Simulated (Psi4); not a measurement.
# HNO3 (nitric acid) at AQCC/6-31G(d) (density fitting, Cartesian functions)

Aim: the energy difference between two shapes of HNO3 (nitric acid) at AQCC/6-31G* (density fitting, Cartesian functions), from 2 runs. 

The calculation is run with Psi4 1.11.

2 further runs of the same task are left out: 2 set aside as unsound or not needed.

### 1 Starting point

HNO3 has 5 atoms, charge 0, and is taken as a singlet. SMILES: `O=[N+]([O-])O`. The shape is that of a GFN2-xTB optimisation. This is one conformer, not always the lowest.

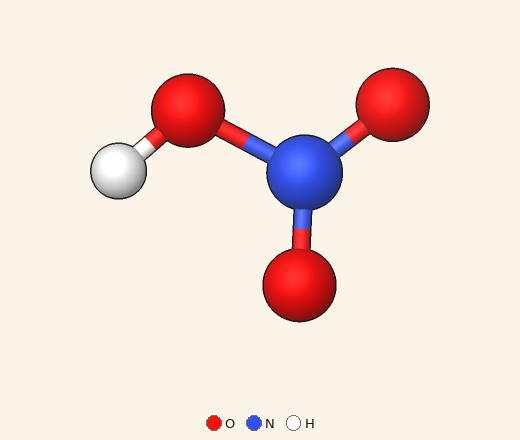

The structure, seen from a chosen angle (oxygen red, nitrogen blue, hydrogen white).

### 2 The energy at AQCC/6-31G(d) (density fitting, Cartesian functions)

The input, hno3.in:

```
memory 1600 MB

molecule system {
  O      2.49205743    -0.60236910     1.41351514
  N      0.49227366    -0.57190671     0.45058630
  O     -1.07417702    -2.16702454     0.30874345
  O     -0.12041335     1.70904941    -0.70388519
  H     -1.78974072     1.63223204    -1.46894081
  units au
}

set reference rhf
set freeze_core true

result, w = energy("aqcc/6-31G*", return_wfn=True)
```

Started as:

```
$ psi4 -i hno3.in -o hno3.out -n 1
```

hno3.out:

```text
[...]
  Running in c1 symmetry.
[...]
  Nuclear repulsion =  128.106397798980254
[...]
  Multiplicity = 1
[...]
  Nalpha       = 16
  Nbeta        = 16
[...]
    Number of basis functions: 62
[...]
   @RHF iter   1:  -279.22253550214054   -2.34001e-01   1.22946e-02 ADIIS/DIIS
[...]
   @RHF iter  14:  -279.43988472629587   -1.02318e-12   4.31910e-09 DIIS
[...]
    Orbital Energies [Eh]
    ---------------------
    Doubly Occupied:
       1A    -20.687102     2A    -20.648723     3A    -20.643478
       4A    -15.949687     5A     -1.709248     6A     -1.482885
       7A     -1.443473     8A     -0.958535     9A     -0.832331
      10A     -0.803289    11A     -0.783860    12A     -0.688460
      13A     -0.579031    14A     -0.545890    15A     -0.524022
      16A     -0.496065
[...]
  @RHF Final Energy:  -279.43988472629587
   => Energetics <=
    Nuclear Repulsion Energy =            128.1063977989802538
    One-Electron Energy =                -637.5404078007046564
    Two-Electron Energy =                 229.9941252754285586
    Total Energy =                       -279.4398847262958725
[...]
 Multipole Moments:
 ------------------------------------------------------------------------------------
     Multipole            Electronic (a.u.)      Nuclear  (a.u.)        Total (a.u.)
 ------------------------------------------------------------------------------------
 L = 1.  Multiply by 2.5417464519 to convert [e a0] to [Debye]
 Dipole X            :          0.3113212           -1.0913324           -0.7800113
 Dipole Y            :         -0.4691925            0.9938398            0.5246474
 Dipole Z            :          0.3256426           -0.8951710           -0.5695284
 Magnitude           :                                                    1.0991064
[...]
      * SCS-MP2 total energy:                 -280.125102404689
[...]
      * MP2 total energy:                     -280.157217833434
[...]
```

Wall time 3.6 s (1 thread of Intel Xeon 6975P-C (Granite Rapids), shared host); peak memory 0.29 GiB.

### 3 The distorted shape

The input, run.py:

```python
import psi4

psi4.set_memory(1600000000)
psi4.set_num_threads(1)
psi4.set_output_file('output.dat', False)

geom = psi4.geometry("""
0 1
O      1.320139    -0.228314     0.794580
N      0.438329    -0.314290     0.123413
O     -0.671489    -1.248943     0.255386
O     -0.013339     0.812728    -0.235909
H     -0.898434     0.911115    -0.748105
""")

psi4.set_options({
    'reference': 'rhf',
    'freeze_core': True,
})

energy_value, wavefunction = psi4.energy('aqcc/6-31G*', return_wfn=True)
print(f'total energy {energy_value:.8f} hartree = {energy_value * 27.211386:.5f} eV')
```

Started as:

```
$ python run.py
```

output.dat:

```text
[...]
  Running in c1 symmetry.
[...]
  Nuclear repulsion =  126.649745291067944
[...]
  Multiplicity = 1
[...]
  Nalpha       = 16
  Nbeta        = 16
[...]
    Number of basis functions: 62
[...]
   @RHF iter   1:  -279.04580348581209   -2.25332e-01   1.33727e-02 ADIIS/DIIS
[...]
   @RHF iter  18:  -279.34691096855943   -1.02318e-12   4.46150e-09 DIIS
[...]
    Orbital Energies [Eh]
    ---------------------
    Doubly Occupied:
       1A    -20.693945     2A    -20.690988     3A    -20.587563
       4A    -15.918308     5A     -1.745236     6A     -1.496421
       7A     -1.296583     8A     -0.987937     9A     -0.851965
      10A     -0.806237    11A     -0.788764    12A     -0.647276
      13A     -0.571622    14A     -0.529350    15A     -0.477999
      16A     -0.465947
[...]
  @RHF Final Energy:  -279.34691096855943
   => Energetics <=
    Nuclear Repulsion Energy =            126.6497452910679442
    One-Electron Energy =                -634.8810280271055717
    Two-Electron Energy =                 228.8843717674782283
    Total Energy =                       -279.3469109685594276
[...]
 Multipole Moments:
 ------------------------------------------------------------------------------------
     Multipole            Electronic (a.u.)      Nuclear  (a.u.)        Total (a.u.)
 ------------------------------------------------------------------------------------
 L = 1.  Multiply by 2.5417464519 to convert [e a0] to [Debye]
 Dipole X            :          0.8578561           -1.0723770           -0.2145209
 Dipole Y            :         -0.0905042            1.0644465            0.9739423
 Dipole Z            :          0.1130331           -0.9085958           -0.7955627
 Magnitude           :                                                    1.2757362
[...]
      * SCS-MP2 total energy:                 -280.022802401127
[...]
      * MP2 total energy:                     -280.052512983888
[...]
```

The script printed:

```text
total energy -280.06635035 hartree = -7620.99357 eV
```

It took 4.2 s on 1 thread of Intel Xeon 6975P-C (Granite Rapids), shared host; peak memory 0.29 GiB.

### 4 Outcome

Level: AQCC/6-31G* (density fitting, Cartesian functions), 4 core orbitals frozen.

| quantity | value |
| --- | --- |
| first shape: total energy | -280.15044 Eh |
| first shape: HOMO energy (Hartree–Fock orbitals) | -13.50 eV |
| first shape: LUMO energy (Hartree–Fock orbitals) | 3.00 eV |
| first shape: HOMO–LUMO gap (Hartree–Fock orbitals) | 16.50 eV |
| first shape: correlation energy (4 core orbitals frozen) | -710.6 mEh |
| distorted shape: total energy | -280.06635 Eh |
| distorted shape: HOMO energy (Hartree–Fock orbitals) | -12.68 eV |
| distorted shape: LUMO energy (Hartree–Fock orbitals) | 1.65 eV |
| distorted shape: HOMO–LUMO gap (Hartree–Fock orbitals) | 14.33 eV |
| distorted shape: correlation energy (4 core orbitals frozen) | -719.4 mEh |
| energy change with the atoms displaced | 2.288 eV |

**Reading.** With the atoms displaced the energy rises by 2.29 eV (221 kJ/mol). The first shape isn't relaxed at this level, so the change isn't measured from a minimum.
